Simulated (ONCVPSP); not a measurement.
## Er: pseudopotential generation (part 2 of 2)

Continued. System: erbium (Er, Z = 68), core [Kr] 4d10, reference valence 4f12 5s2 5p6 6s1.75 6p0.25, valence charge 22. (This line and the method describe the unaltered input from which the odd one was made.) Method: ONCV potential, PBE, fully relativistic, made with ONCVPSP 4.0.1.

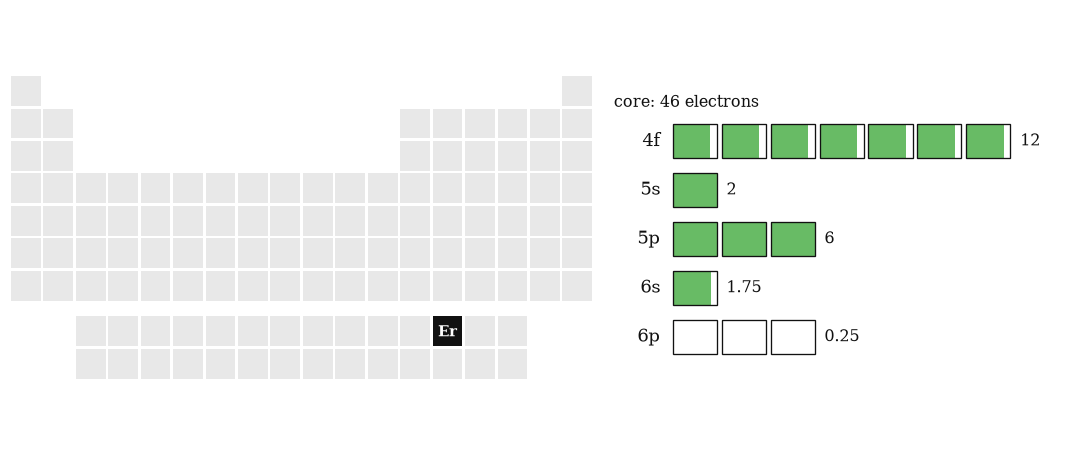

Left, the place of erbium in the periodic table; right, the valence shells of the reference configuration: a box for each of the 2l + 1 orbitals, shaded by the share of the shell that is filled, with the electron count at the right. The shells are those of the unaltered input.

Output (extracts), continued:
```
   n   l kap    f        eae           eps        diff
   1   0  -1  2.0000-2106.30789557
   2   0  -1  2.0000 -353.84403705
   2   1  -2  4.0000 -303.31066348
   2   1   1  2.0000 -337.00756826
   3   0  -1  2.0000  -79.46618231
   3   1  -2  4.0000  -65.00823498
   3   1   1  2.0000  -72.08587192
   3   2  -3  6.0000  -50.85399208
   3   2   2  4.0000  -52.40062131
   4   0  -1  2.0000  -15.86812155
   4   1  -2  4.0000  -11.32761604
   4   1   1  2.0000  -12.91981837
   4   2  -3  6.0000   -6.19015216
   4   2   2  4.0000   -6.47942218
   4   3  -4  6.8571   -0.33926065   -0.33970279   -4.42E-04
   4   3   3  5.1429   -0.37909050   -0.37952218   -4.32E-04
   5   0  -1  2.0000   -2.14657292   -2.14615271    4.20E-04
   5   1  -2  4.0000   -1.15679186   -1.15644239    3.49E-04
   5   1   1  2.0000   -1.35362726   -1.35327144    3.56E-04
   6   0  -1  1.0000   -0.33285573   -0.33278267    7.31E-05
   6   1  -2  0.0000   -0.19700393   -0.19700393    0.00E+00
   6   1   1  0.0000   -0.21236008   -0.21236008    0.00E+00

    Total energies and differences
      AE_ref= -1.30996933E+04  AE_tst= -1.30994826E+04  dif=  2.11E-01
      PS_ref= -1.88479216E+02  PS_tst= -1.88269446E+02  dif=  2.10E-01
      PSP excitation error=  8.81E-04

Test configuration 3

   n   l kap    f        eae           eps        diff
   1   0  -1  2.0000-2106.59359511
   2   0  -1  2.0000 -354.12759756
   2   1  -2  4.0000 -303.59437684
   2   1   1  2.0000 -337.29147545
   3   0  -1  2.0000  -79.74750235
   3   1  -2  4.0000  -65.28956303
   3   1   1  2.0000  -72.36730988
   3   2  -3  6.0000  -51.13552509
   3   2   2  4.0000  -52.68220133
   4   0  -1  2.0000  -16.15022546
   4   1  -2  4.0000  -11.61011816
   4   1   1  2.0000  -13.20203334
   4   2  -3  6.0000   -6.47301724
   4   2   2  4.0000   -6.76219067
   4   3  -4  6.8571   -0.62243678   -0.62404934   -1.61E-03
   4   3   3  5.1429   -0.66234992   -0.66400694   -1.66E-03
   5   0  -1  2.0000   -2.43313001   -2.43215360    9.76E-04
   5   1  -2  4.0000   -1.44078094   -1.43981679    9.64E-04
   5   1   1  2.0000   -1.63890065   -1.63793985    9.61E-04
   6   0  -1  0.0000   -0.54674614   -0.54674614    0.00E+00
   6   1  -2  0.0000   -0.37143633   -0.37143633    0.00E+00
   6   1   1  0.0000   -0.39561662   -0.39561662    0.00E+00

    Total energies and differences
      AE_ref= -1.30996933E+04  AE_tst= -1.30990430E+04  dif=  6.50E-01
      PS_ref= -1.88479216E+02  PS_tst= -1.87830212E+02  dif=  6.49E-01
      PSP excitation error=  1.23E-03

Test configuration 4

   n   l kap    f        eae           eps        diff
   1   0  -1  2.0000-2106.05620387
   2   0  -1  2.0000 -353.59238413
   2   1  -2  4.0000 -303.05890462
   2   1   1  2.0000 -336.75574297
   3   0  -1  2.0000  -79.21630661
   3   1  -2  4.0000  -64.75834954
   3   1   1  2.0000  -71.83590624
   3   2  -3  6.0000  -50.60387083
   3   2   2  4.0000  -52.15046034
   4   0  -1  2.0000  -15.61743946
   4   1  -2  4.0000  -11.07650766
   4   1   1  2.0000  -12.66901139
   4   2  -3  6.0000   -5.93855485
   4   2   2  4.0000   -6.22793839
   4   3  -4  6.8571   -0.08678837   -0.08776393   -9.76E-04
   4   3   3  5.1429   -0.12655429   -0.12753546   -9.81E-04
   5   0  -1  2.0000   -1.88986352   -1.89088188   -1.02E-03
   5   1  -2  4.0000   -0.90211206   -0.90244488   -3.33E-04
   5   1   1  2.0000   -1.09792568   -1.09838831   -4.63E-04
   6   0  -1  1.5000   -0.13850011   -0.13849994    1.71E-07
   6   1  -2  0.0000   -0.04009681   -0.11454215   -7.44E-02
   6   1   1  0.0000   -0.04799254   -0.12648745   -7.85E-02
   5   2  -3  0.3000   -0.02779035   -0.02770614    8.42E-05
   5   2   2  0.2000   -0.03401973   -0.03404302   -2.33E-05

    Total energies and differences
      AE_ref= -1.30996933E+04  AE_tst= -1.30996648E+04  dif=  2.84E-02
      PS_ref= -1.88479216E+02  PS_tst= -1.88450250E+02  dif=  2.90E-02
      PSP excitation error= -5.34E-04
```

Outcome:

```tsv
quantity	value
outcome	generated
ghost flags of the generator	0 GHOST(-), 3 GHOST(+)
largest excitation error printed	33 meV
hardware	1 CPU thread, shared host
wall time	10 s
```

What is odd here:

One thing in this input was made odd on purpose: qcut of l = 0 set to 1.00. The program ran to the end. The all-electron atom is untouched: its total energy equals that from the unaltered input (−13099.6933 Ha). The pseudo-atom's total energy moves by +0.67 Ha, so the potential, or the configuration in which it is tested, is another one. Warnings of the program, in the generation or the tests: wellstate: moderately localized bound state found for n= 5 l= 2.
